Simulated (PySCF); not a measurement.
# SiH2OF (SMILES O[SiH]F): levels of theory compared

Aim: a comparison of 6 runs (U-revPBE/def2-TZVP, U-wB97X/def2-TZVP, UB2PLYP/def2-TZVP, UM06-2X/def2-TZVP, UPBE0/def2-TZVP, USVWN5/def2-TZVP) of SiH2OF. The job is set up through a Python script.

The results are computed with PySCF 2.14.0.

### 1 Starting point

SiH2OF has 5 atoms, charge 0, and is taken as a doublet. As SMILES, `O[SiH]F`. The coordinates come from a PBE0-D4/def2-TZVP relaxation. This is one conformer, not always the lowest.

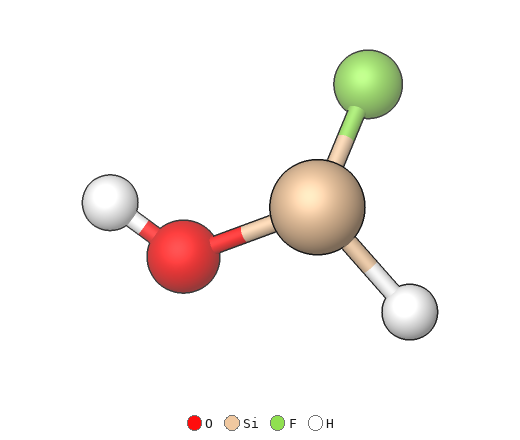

The structure, seen from a chosen angle (oxygen red, silicon light orange, fluorine green, hydrogen white).

### 2 A single-point energy at U-revPBE/def2-TZVP (run 1)

job.py

```python
# O[SiH]F
from pyscf import gto, dft

mol = gto.M(
    atom='''
O     -0.615200    -0.884600    -0.276300
Si     0.283900     0.245700     0.493100
F      0.207000     1.646500    -0.283100
H     -1.564500    -0.765100    -0.338000
H      1.688800    -0.242600     0.404400
''',
    max_memory=1860,
    verbose=4,
    spin=1,
    basis='def2-tzvp',
)

myscf = dft.UKS(mol, xc='revpbe')
myscf.grids.level = 5
myscf.conv_tol = 1e-10
myscf.kernel()
if not myscf.converged:
    myscf = myscf.newton().run(myscf.mo_coeff, myscf.mo_occ)

energy = myscf.e_tot
print(f'total energy: {energy:.8f} hartree')
```

On the command line:

```
$ OMP_NUM_THREADS=1 python job.py
```

What it wrote:

```text
<dir> SyntaxWarning: invalid escape sequence '\W'
  S = {(paw_set(r)[0], bool(re.search(r"spin_orbit\W+true|paw_fr", str((r.get("files") or {}).get("input") or "")) or re.search("(?i)spin.orbit\W+(value\W+)?(true|yes)|value\W+spin-orbit", json.dumps(r.get("inputs"), default=str)))) for r in records}

PySCF version 2.14.0

[... 56 lines left out ...]
WARN: HOMO -0.175827582434351 >= LUMO -0.175827582434344
[... 50 lines left out ...]
converged SCF energy = -465.786084056163  <S^2> = 0.75183275  2S+1 = 2.0018319
total energy: -465.78608406 hartree
```

Wall time 29 s (1 thread of Arm Neoverse V2, shared host); peak memory 0.59 GiB.

### 3 The energy at U-wB97X/def2-TZVP (run 2)

calc.py

```python
# O[SiH]F
from pyscf import gto, dft

mol = gto.M(
    atom='''
O   -0.615200  -0.884600  -0.276300
Si   0.283900   0.245700   0.493100
F    0.207000   1.646500  -0.283100
H   -1.564500  -0.765100  -0.338000
H    1.688800  -0.242600   0.404400
''',
    verbose=3,
    spin=1,
    basis='def2-tzvp',
    max_memory=1860,
    charge=0,
)

myscf = dft.UKS(mol)
myscf.xc = 'wb97x'
myscf.grids.level = 5
myscf.conv_tol = 1e-10
myscf.kernel()
if not myscf.converged:
    myscf = myscf.newton().run(myscf.mo_coeff, myscf.mo_occ)

e_tot = myscf.e_tot
print(f'total energy: {e_tot:.8f} hartree')
```

On the command line:

```
$ OMP_NUM_THREADS=1 python calc.py
```

What it wrote:

```text
<dir> SyntaxWarning: invalid escape sequence '\W'
  S = {(paw_set(r)[0], bool(re.search(r"spin_orbit\W+true|paw_fr", str((r.get("files") or {}).get("input") or "")) or re.search("(?i)spin.orbit\W+(value\W+)?(true|yes)|value\W+spin-orbit", json.dumps(r.get("inputs"), default=str)))) for r in records}

WARN: HOMO -0.158814146718882 >= LUMO -0.158814146718875

converged SCF energy = -465.859274330979  <S^2> = 0.75195569  2S+1 = 2.0019547
total energy: -465.85927433 hartree
```

Run time: 41 s. Hardware: 1 thread of Arm Neoverse V2, shared host; peak memory 0.59 GiB.

Runs 3 to 5 aren't shown in full; the table further down has their settings and results.

### 4 A single-point energy at USVWN5/def2-TZVP (run 6)

job.py

```python
from pyscf import gto, dft

mol = gto.M(
    atom='''
O       -0.615200      -0.884600      -0.276300
Si       0.283900       0.245700       0.493100
F        0.207000       1.646500      -0.283100
H       -1.564500      -0.765100      -0.338000
H        1.688800      -0.242600       0.404400
''',
    verbose=3,
    spin=1,
    charge=0,
    max_memory=1860,
    basis='def2-tzvp',
)

calc0 = dft.UKS(mol, xc='svwn')
calc0.conv_tol = 1e-10
calc0.grids.level = 5
calc0.kernel()
if not calc0.converged:
    calc0 = calc0.newton().run(calc0.mo_coeff, calc0.mo_occ)

e_final = calc0.e_tot
print(f'total energy: {e_final:.8f} hartree')
```

On the command line:

```
$ OMP_NUM_THREADS=1 python job.py
```

What it wrote:

```text
<dir> SyntaxWarning: invalid escape sequence '\W'
  S = {(paw_set(r)[0], bool(re.search(r"spin_orbit\W+true|paw_fr", str((r.get("files") or {}).get("input") or "")) or re.search("(?i)spin.orbit\W+(value\W+)?(true|yes)|value\W+spin-orbit", json.dumps(r.get("inputs"), default=str)))) for r in records}

converged SCF energy = -463.576859981099  <S^2> = 0.75092607  2S+1 = 2.0009259
total energy: -463.57685998 hartree
```

Wall time 18 s (1 thread of Arm Neoverse V2, shared host); peak memory 0.39 GiB.

### 5 All runs side by side

| run | level | frozen core orbitals | energy (Eh) | dipole moment (D) | HOMO energy (eV) | LUMO energy (eV) | wall time |
| --- | --- | --- | --- | --- | --- | --- | --- |
| 1 | U-revPBE/def2-TZVP | – | -465.786084 | 1.41 | -5.01 | -3.03 | 29 s |
| 2 | U-wB97X/def2-TZVP | – | -465.859274 | 1.46 | -8.55 | -0.93 | 41 s |
| 3 | UB2PLYP/def2-TZVP | 7 | -465.688381 | 1.54 | -7.49 | -1.05 | 32 s |
| 4 | UM06-2X/def2-TZVP | – | -465.826962 | 1.54 | -7.34 | -2.28 | 73 s |
| 5 | UPBE0/def2-TZVP | – | -465.609740 | 1.46 | -6.32 | -2.25 | 28 s |
| 6 | USVWN5/def2-TZVP | – | -463.576860 | 1.42 | -4.99 | -3.64 | 18 s |

### 6 What came out

| quantity | value |
| --- | --- |
| run 6: total energy | -463.57686 Eh |
| run 6: dipole moment | 1.42 D |
| run 6: HOMO energy (highest over α and β) | -4.99 eV |
| run 6: LUMO energy (lowest over α and β) | -3.64 eV |
| run 6: ⟨S²⟩ | 0.751 |

What this shows: The dipole moment (its size) runs from 1.41 D (U-revPBE/def2-TZVP) to 1.54 D (UB2PLYP/def2-TZVP). A double hybrid's value is that of its SCF part. Totals of different functionals can't be ranked against each other. All runs together took 3.7 min, the longest 73 s.
